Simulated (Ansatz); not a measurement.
## Fields on a plane of Ca2Si (space group Pnma)

```
CELL_PARAMETERS angstrom
      7.27248     0.00000     0.00000
      0.00000     4.74909     0.00000
      0.00000     0.00000     8.81450
ATOMIC_POSITIONS crystal
  Ca 0.33852 0.75000 0.07518
  Ca 0.66148 0.25000 0.92482
  Ca 0.16148 0.25000 0.57518
  Ca 0.83852 0.75000 0.42482
  Ca 0.01869 0.25000 0.18500
  Ca 0.98131 0.75000 0.81500
  Ca 0.48131 0.75000 0.68500
  Ca 0.51869 0.25000 0.31500
  Si 0.75044 0.25000 0.60288
  Si 0.24956 0.75000 0.39712
  Si 0.74956 0.75000 0.10288
  Si 0.25044 0.25000 0.89712
```

The slice is a (1 0 -1) plane (indices of the conventional cell) through the point (0.661, 0.250, 0.925) (fractional), spanned by u = [010] and v = [101] in vectors of this cell: u (4.75 Å) and v (11.43 Å, at 90° to u). It covers one period; positions are fractions (u, v).

Atoms on it: Ca at (0.00, 0.00). Other atoms lie within 1 Å of the plane.

These are LDA (plane waves to 420 eV, PAW, scalar-relativistic; Ansatz, an electronic-structure program) values and carry that method's errors. k mesh 4×6×3. These are valence fields of a PAW run, semicore shells included where kept as valence: close to a nucleus they are smooth pseudo fields. Ca2Si was relaxed with its symmetry unable to fall.

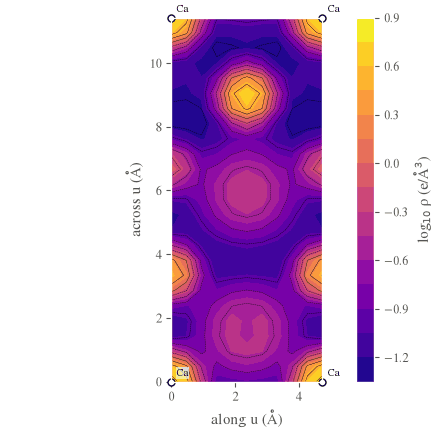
Figure. Log₁₀ of the valence density in e/Å³, one period of the plane, atoms marked. The scale is logarithmic, as a density can span decades between atoms and voids.

```
v \ u  0.00  0.10  0.20  0.30  0.40  0.50  0.60  0.70  0.80  0.90
-----  ----  ----  ----  ----  ----  ----  ----  ----  ----  ----
0.92      x  <0.0   2.4   4.5   4.8   4.7   4.8   4.5   2.4  <0.0
0.83    7.6   7.1   5.1  <0.0     x     x     x  <0.0   5.1   7.1
0.75    7.5   7.0   4.6  <0.0     x     x     x  <0.0   4.6   7.0
0.67    0.8   2.1   4.2   5.1   4.6   4.0   4.6   5.1   4.2   2.1
0.58      x     x   2.4   4.7   1.5     x   1.5   4.7   2.4     x
0.50    2.9   4.1   5.8   3.1     x     x     x   3.1   5.8   4.1
0.42    3.5   4.5   6.3   7.1   6.3   5.5   6.3   7.1   6.3   4.5
0.33      x     x  <0.0   5.0   7.0   7.5   7.0   5.0  <0.0     x
0.25      x     x   1.7   5.9   6.5   6.1   6.5   5.9   1.7     x
0.17    4.7   5.6   6.5   2.1     x     x     x   2.1   6.5   5.6
0.08      x  <0.0   3.3   3.9     x     x     x   3.9   3.3  <0.0
0.00      x     x     x   4.5   7.5   8.2   7.5   4.5     x     x
```

Values: electrostatic potential energy of an electron, from the cell's mean, in eV. Points within 1 Å of a nucleus are blanked (x), as the pseudised field means little there. Values under 0 eV are set to 0. The zero, the cell's mean, hangs on the PAW cores.
